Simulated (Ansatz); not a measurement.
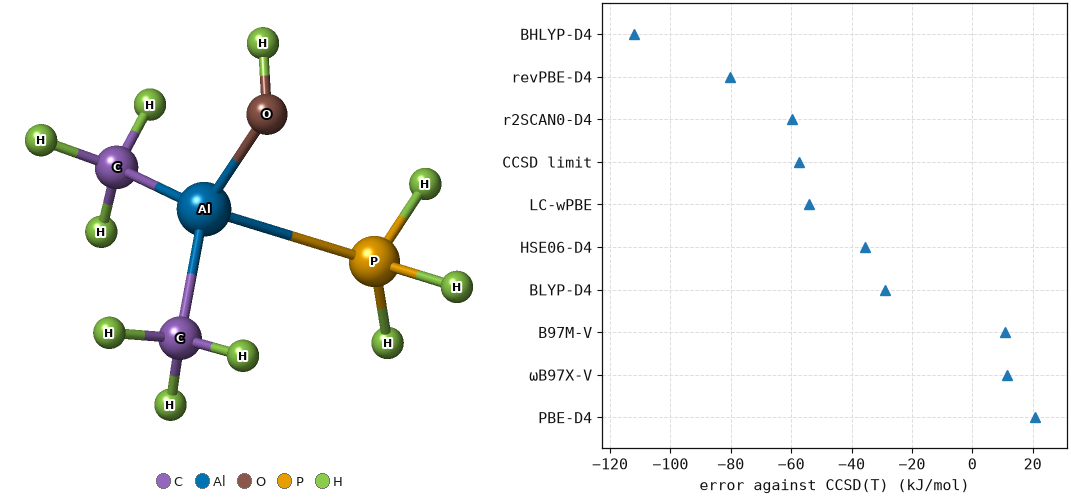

Error in the electronic atomisation energy (method less reference, so positive means overbinding) of C₂H₁₀AlOP, SMILES [CH3][Al-]([CH3])([OH])[PH3+], singlet: functionals in def2-TZVPP against frozen-core CCSD(T) at the limit (MP2 extrapolated from triple and quadruple zeta, plus CCSD(T) less MP2 in a smaller set), which gives 5148.1 kJ/mol, at a PBE0-D4/def2-TZVP geometry (a minimum by its frequencies), no zero-point or spin-orbit term, the Ansatz code. The reference leaves out core correlation, a term that grows with the number of heavy atoms. No dispersion term is added to LC-wPBE. Limit means the basis limit.

Q: What range do the values span?

A: From −112.1 kJ/mol (BHLYP-D4) to 20.7 kJ/mol (PBE-D4).

Q: Give the values.

A:
```
     level  kJ/mol
  BHLYP-D4  −112.1
 revPBE-D4   −80.2
r2SCAN0-D4   −59.6
CCSD limit   −57.5
   LC-wPBE   −54.0
  HSE06-D4   −35.7
   BLYP-D4   −28.9
    B97M-V    10.8
   ωB97X-V    11.4
    PBE-D4    20.7
```
